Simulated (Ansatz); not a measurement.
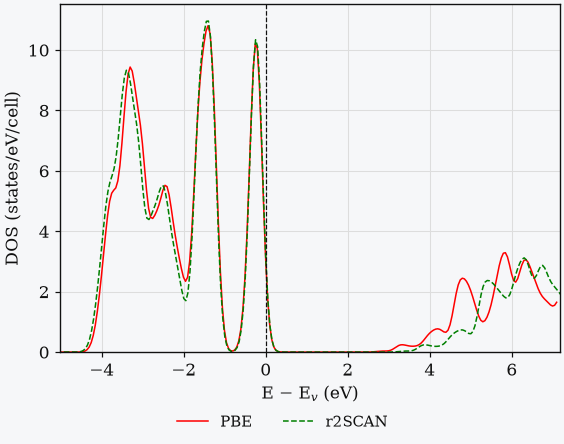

Total densities of states of KAgCl₂, space group R-3m, 4 atoms in the cell, biaxial (xy) strain −4.6%, by two methods on the same cell. The curves are built from the levels of the k mesh with Gaussians 0.3 eV wide, which also blur the band edges. Each is counted from its own valence-band top.

### How do the methods compare?

PBE gives a gap of 2.75 eV and r2SCAN gives a gap of 3.31 eV.

Settings. PBE: DFT, PBE, plane waves, PAW, no spin polarisation, 8×8×8 k mesh, 420 eV cutoff, Fermi-Dirac smearing of 0.02 eV (Ansatz). r2SCAN: DFT, r2SCAN, plane waves, PAW, no spin polarisation, 8×8×8 k mesh, 500 eV cutoff (Ansatz 0.2.0).
